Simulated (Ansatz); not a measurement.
# CH3BO (Borane carbonyl): B3LYP/def2-TZVP

Aim: the electronic atomisation energy of CH3BO (Borane carbonyl) at B3LYP/def2-TZVP, from 5 runs. 

Program for the calculation: Ansatz 0.2.0.

55 further runs of the same task are left out: 1 that didn't finish, 54 set aside as unsound or not needed.

### Step 1. The molecule

CH3BO has 6 atoms, charge 0, and is taken as a singlet. SMILES: `[BH3-]C#[O+]`. Geometry: relaxed at PBE0-D4/def2-TZVP.

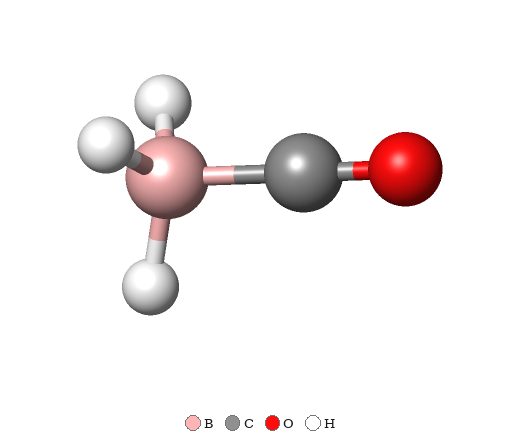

The structure, seen from a chosen angle (boron pink, carbon grey, oxygen red, hydrogen white).

### Step 2. The energy at B3LYP/def2-TZVP

File input.yaml:

```yaml
crystal:
  periodic: [false, false, false]
  atoms:
    - {symbol: B, position_ang: [-0.275160, 0.419730, -0.199910]}
    - {symbol: C, position_ang: [0.494180, -0.755680, 0.359250]}
    - {symbol: O, position_ang: [1.068320, -1.631140, 0.776320]}
    - {symbol: H, position_ang: [-1.437140, 0.121710, -0.050320]}
    - {symbol: H, position_ang: [0.069540, 0.485120, -1.356800]}
    - {symbol: H, position_ang: [0.080260, 1.360240, 0.471460]}
basis:
  gaussian:
    orbitals: def2-TZVP
hamiltonian:
  xc: {name: B3LYP}
accuracy: high
output: {orbitals: {seedname: orbitals}}
```

On the command line:

```
$ ansatz run input.yaml --threads 1 --pin off --max-ram 3480MiB --events-out events.jsonl --progress --plain --runs-dir runs
```

Output:

```text
Warning: RAYON_NUM_THREADS=1 ignored (pool sized by the plan → 1); use --threads N
Functional definition: B3LYP
  name "B3LYP"
  parameter a0 = 0.2
  parameter ax = 0.72
  parameter ac = 0.81
  exchange = (1 - a0 - ax)*slater_x + ax*b88_x + a0*exact_x
  correlation = (1 - ac)*vwn_rpa_c + ac*lyp_c
1888 factors; integrals over basis functions are off by at most 3.4e-9 eV
mean field evaluation 1: about -3806.7709 eV, gradient 4.0e1 eV
mean field evaluation 2: about -3806.9166 eV, gradient 4.1e1 eV
mean field evaluation 4: about -3810.4584 eV, gradient 2.4e0 eV
mean field evaluation 8: about -3810.4703 eV, gradient 1.3e-1 eV
mean field evaluation 16: about -3810.4703 eV, gradient 1.2e-6 eV
mean field -3810.47034103 eV, -140.0322022033 hartree, gradient 7.5e-8 eV, S^2 0.000000; 0 other end points of the search recorded, 0 dependent functions left out
reference -3810.47037673 eV, -140.0322035151 hartree; 11, 11 occupied and 100, 100 virtual orbitals, 1888 factors
Total energy: -3810.47037673 eV, -140.0322035151 hartree
```

It took 5.7 s on 1 thread of Arm Neoverse V1, shared host; peak memory 0.28 GiB.

### Step 3. The B atom at the same level

File input.yaml:

```yaml
crystal:
  periodic: [false, false, false]
  atoms:
    - {symbol: B, position_ang: [0.000000, 0.000000, 0.000000]}
basis:
  gaussian:
    orbitals: def2-TZVP
hamiltonian:
  xc: {name: B3LYP}
magnetization:
  spin_polarized: true
  initial_magnetization: 1
accuracy: high
total_charge: 0
```

Run the same way, it converges to -24.66392 Eh (log not shown).

### Step 4. The C atom

File molecule.yaml:

```yaml
basis:
  gaussian:
    orbitals: def2-TZVP
crystal:
  periodic: [false, false, false]
  atoms:
    - symbol: C
      position_ang: [0.000000, 0.000000, 0.000000]
magnetization:
  spin_polarized: true
  initial_magnetization: 2
hamiltonian:
  xc: {name: B3LYP}
accuracy: high
```

Run the same way, it converges to -37.85948 Eh (log not shown).

### Step 5. The H atom at the same level

File input.yaml:

```yaml
crystal:
  periodic: [false, false, false]
  atoms:
    - {symbol: H, position_ang: [0.000000, 0.000000, 0.000000]}
basis:
  gaussian:
    orbitals: def2-TZVP
magnetization:
  spin_polarized: true
  initial_magnetization: 1
hamiltonian:
  xc: {name: B3LYP}
accuracy: high
```

Run the same way, it converges to -0.50215 Eh (log not shown).

### Step 6. The O atom

File job.yaml:

```yaml
crystal:
  periodic: [false, false, false]
  atoms:
    - symbol: O
      position_ang: [0.000000, 0.000000, 0.000000]
basis:
  gaussian:
    orbitals: def2-TZVP
magnetization:
  spin_polarized: true
  initial_magnetization: 2
hamiltonian:
  xc: {name: B3LYP}
accuracy: high
```

Run the same way, it converges to -75.09628 Eh (log not shown).

### Step 7. Summary of results

Level: B3LYP/def2-TZVP.

| quantity | value |
| --- | --- |
| molecule: total energy | -140.03220 Eh |
| molecule: HOMO energy | -9.39 eV |
| molecule: LUMO energy | -1.66 eV |
| molecule: HOMO–LUMO gap | 7.73 eV |
| B atom: total energy | -24.66392 Eh |
| B atom: ⟨S²⟩ | 0.753 |
| C atom: total energy | -37.85948 Eh |
| C atom: ⟨S²⟩ | 2.004 |
| H atom: total energy | -0.50215 Eh |
| H atom: ⟨S²⟩ | 0.750 |
| O atom: total energy | -75.09628 Eh |
| O atom: ⟨S²⟩ | 2.003 |
| electronic atomisation energy | 24.655 eV |

In words: Taking the molecule apart into free atoms costs 24.66 eV (2379 kJ/mol), before zero-point energy and without spin-orbit coupling.
